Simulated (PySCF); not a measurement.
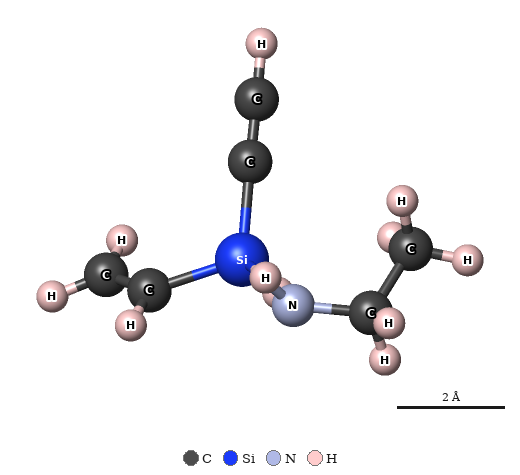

*The input geometry (ball-and-stick view, seen on its broad side).*

Bond lengths as drawn: C–C 1.20 to 1.53 Å, C–H 1.07 to 1.11 Å, C–N 1.46 Å, C–Si 1.85 to 1.88 Å, H–N 1.01 Å, H–Si 1.47 Å and N–Si 1.70 Å.

# NMR shielding calculation of C₆H₁₁NSi

The run: NMR shielding calculation of C₆H₁₁NSi, SMILES C#C[Si@@H](C=C)NCC. Method and program: GIAO PBE0/pcSseg-1 NMR shielding, non-relativistic, gas phase (PySCF 2.14.0).

Some settings of this run were made unusual or wrong on purpose. The geometry comes from this level: MMFF94s.

Input file:
```
{"job": {"xc": "PBE0", "basis": "pcSseg-1", "kind": "nmr", "pop": false}, "charge": 0, "multiplicity": 1}
C     -0.738400     2.522900     1.279000
C     -0.734300     1.349600     1.050000
Si    -0.690700    -0.495400     0.710500
C     -2.306200    -1.075700     0.032000
C     -3.045200    -0.509100    -0.910800
N      0.476400    -0.817300    -0.476500
C      1.926400    -0.844100    -0.286000
C      2.571300     0.539700    -0.296900
H     -0.758000     3.570000     1.477400
H     -0.346700    -1.264800     1.920800
H     -2.648500    -2.006000     0.499000
H     -2.749700     0.411500    -1.408500
H     -3.986700    -0.953900    -1.225600
H      0.259900    -0.279000    -1.308500
H      2.355800    -1.426500    -1.098100
H      2.188300    -1.371100     0.655800
H      2.318500     1.077800    -1.218200
H      3.653700     0.437200    -0.251000
H      2.244200     1.143300     0.558100
```

The first line tells a small driver script what to run in PySCF; the rest is the geometry in Å.

Run as:
```bash
OMP_NUM_THREADS=1 python <driver script> task.json out
```

What the program printed:
```
coarse grid: 16024 points
cycle   1  E = -578.7827284048  dE =  7.663e-01  |g| = 5.734e-01  |ddm| = 3.911e+00
cycle   2  E = -578.7638657608  dE =  1.886e-02  |g| = 6.452e-01  |ddm| = 1.182e+00
cycle   3  E = -578.8610347671  dE = -9.717e-02  |g| = 1.351e-01  |ddm| = 6.425e-01
cycle   4  E = -578.8649077464  dE = -3.873e-03  |g| = 5.081e-02  |ddm| = 1.291e-01
cycle   5  E = -578.8654707217  dE = -5.630e-04  |g| = 2.068e-02  |ddm| = 4.633e-02
cycle   6  E = -578.8655695350  dE = -9.881e-05  |g| = 3.912e-03  |ddm| = 1.862e-02
cycle   7  E = -578.8655729520  dE = -3.417e-06  |g| = 9.169e-04  |ddm| = 4.258e-03
final grid: 149264 points
cycle   8  E = -578.9127688859  dE = -3.739e-05  |g| = 8.712e-03  |ddm| = 3.084e-02
cycle   9  E = -578.9127623193  dE =  6.567e-06  |g| = 1.023e-02  |ddm| = 1.587e-02
cycle  10  E = -578.9127879796  dE = -2.566e-05  |g| = 1.175e-03  |ddm| = 8.846e-03
cycle  11  E = -578.9127882973  dE = -3.177e-07  |g| = 3.110e-04  |ddm| = 1.134e-03
cycle  12  E = -578.9127883172  dE = -1.991e-08  |g| = 1.228e-04  |ddm| = 2.739e-04
cycle  13  E = -578.9127883204  dE = -3.209e-09  |g| = 5.012e-05  |ddm| = 1.223e-04
cycle  14  E = -578.9127883210  dE = -5.459e-10  |g| = 1.558e-05  |ddm| = 4.226e-05
```

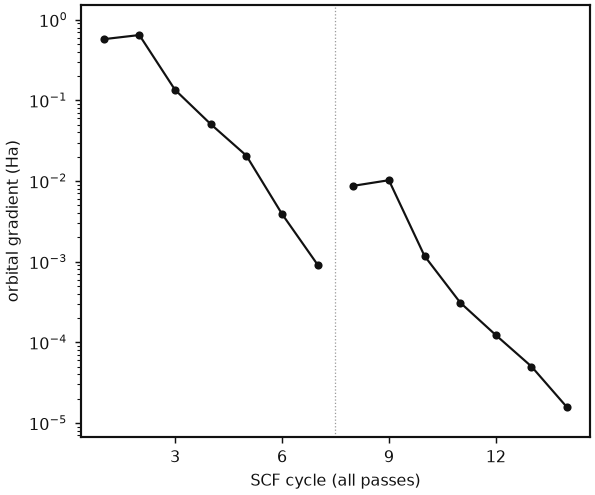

*Convergence of the self-consistent field: orbital gradient against the SCF cycle. The dotted line marks the change from a coarse to the final integration grid.*

The first 7 cycles use a coarse grid, the final grid takes over at cycle 8, and the field converges after 14 cycles in all.

```
converged SCF energy = -578.9127883210

GIAO shielding tensors (ppm)
atom      isotropic    diamagn.    paramagn.     s11        s22        s33       span
  0 C       87.997     262.563    -174.567      4.549     15.734    243.708    239.159
  1 C       93.546     264.260    -170.714    -11.760      3.098    289.301    301.061
  2 Si     398.393     883.838    -485.445    363.205    403.538    428.436     65.231
  3 C       44.620     263.573    -218.953    -77.904     33.966    177.799    255.704
  4 C       44.361     252.909    -208.549    -81.439     46.513    168.008    249.447
  5 N      212.515     326.935    -114.420    175.446    218.988    243.111     67.666
  6 C      141.258     241.167     -99.909    118.461    136.818    168.497     50.035
  7 C      162.930     248.284     -85.354    146.256    160.619    181.916     35.660
  8 H       29.465      33.516      -4.052     24.557     24.746     39.092     14.535
  9 H       26.858      30.334      -3.476     24.347     24.597     31.630      7.282
 10 H       25.005      29.228      -4.223     23.078     24.635     27.304      4.226
 11 H       25.274      32.614      -7.341     21.508     24.567     29.747      8.239
 12 H       25.081      26.908      -1.827     22.355     24.250     28.638      6.283
 13 H       32.137      37.233      -5.096     24.444     32.856     39.110     14.665
 14 H       28.552      29.008      -0.456     22.366     28.105     35.184     12.818
 15 H       28.471      29.373      -0.902     24.090     27.924     33.398      9.308
 16 H       30.502      30.859      -0.357     27.482     28.950     35.075      7.593
 17 H       30.582      27.939       2.643     26.381     27.524     37.841     11.459
 18 H       29.561      31.095      -1.534     25.335     29.369     33.979      8.644
```

Outcome:

| quantity | value |
| --- | --- |
| outcome | converged |
| total energy | −578.912788 hartree |
| HOMO | −6.78 eV |
| LUMO | −0.61 eV |
| dipole moment | 1.04 D |
| isotropic shielding, C | 44.4 to 162.9 ppm |
| isotropic shielding, Si | 398.4 ppm |
| isotropic shielding, N | 212.5 ppm |
| isotropic shielding, H | 25.0 to 32.1 ppm |
| hardware | 1 CPU thread, shared host |
| wall time | 24 s |
| peak memory | 0.9 GiB |

Some settings of this run were drawn to be unusual or wrong. It converged; results that depend on the unusual settings are not reference values.
